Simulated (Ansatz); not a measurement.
## Cost against accuracy: vacuum between outermost atoms (Å) for a (110) slab of Ta (cut from a parent of space group no. 229; 6 atoms in the cell)

```
CELL_PARAMETERS angstrom
      3.39161     0.00000     0.00000
      0.00000     4.79647     0.00000
      0.00000     0.00000    16.68080
ATOMIC_POSITIONS crystal
  Ta 0.00000 0.75000 0.35969
  Ta 0.50000 0.25000 0.35969
  Ta 0.00000 0.25000 0.50000
  Ta 0.50000 0.75000 0.50000
  Ta 0.00000 0.75000 0.64031
  Ta 0.50000 0.25000 0.64031
```

Method: PBEsol, default PAW files made with PBE (plane waves; Ansatz, a quantum-chemistry and plane-wave program).

Base settings: basis.ecutwfc = 420 eV; kpoints.mp_grid.grid = 8 6 1; hamiltonian.xc = pbesol; hamiltonian.pseudopotentials = {kind: paw} (the program's default PAW files); scf.occupations.method = gaussian; scf.occupations.width = 0.1 eV; efield.axis = 3; efield.dipole_correction = true.

Misses are taken against the tightest run, 28.0, which need not be fully converged itself. The energy is the free energy per atom.

The count of work is k-points × plane waves × bands × iterations; it is no time, and leaves out set-up, grids and terms that scale otherwise. 

The starting cell comes from a database of computed structures (which also holds hypothetical and non-ambient phases and stackings), without a prior relaxation at this level. The slab is cut from that crystal, and its faces are unrelaxed. Its lattice was rescaled in the plane by a random factor within 2.5 % of one. Spin polarisation is off. In the base run, forces exceed 1 eV/Å.

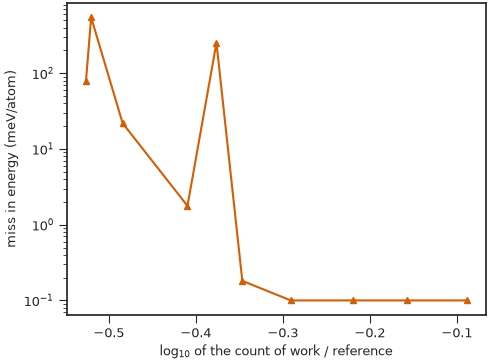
Fig. 1. Miss against the count of work; the reference run is not drawn, and misses under 0.1 meV/atom are drawn there.

```
vacuum between outermost atoms (Å)  energy less reference (meV/atom)  largest difference in the force on any atom (eV/Å)  count of work / reference
----------------------------------  --------------------------------  --------------------------------------------------  -------------------------
3.0                                                          -546.48                                               0.561                       0.30
4.0                                                          -252.83                                               0.813                       0.42
5.0                                                           -79.18                                               0.274                       0.30
6.0                                                           -21.92                                               0.085                       0.33
8.0                                                            -1.77                                               0.007                       0.39
10.0                                                           -0.18                                               0.001                       0.45
12.0                                                           -0.02                                               0.000                       0.51
15.0                                                            0.00                                               0.000                       0.60
18.0                                                            0.01                                               0.000                       0.70
22.0                                                           -0.01                                               0.000                       0.82
28.0                                                            0.00                                               0.000                        1.0
```

Coarsest setting among those run that, with all tighter ones, holds the energy within 5 meV/atom of the reference: 8.0, off by 1.8 meV/atom; it needs 0.39 of the reference's count of work.

The step from 5.0 to 22.0: it takes the miss in the energy from 79 to 0.01 meV/atom, for 2.7 times the count of work.

Left out of this page: 1 run of the series outside the window shown, repeating another row's setting, or not comparable.

Keys are those of Ansatz 0.2.
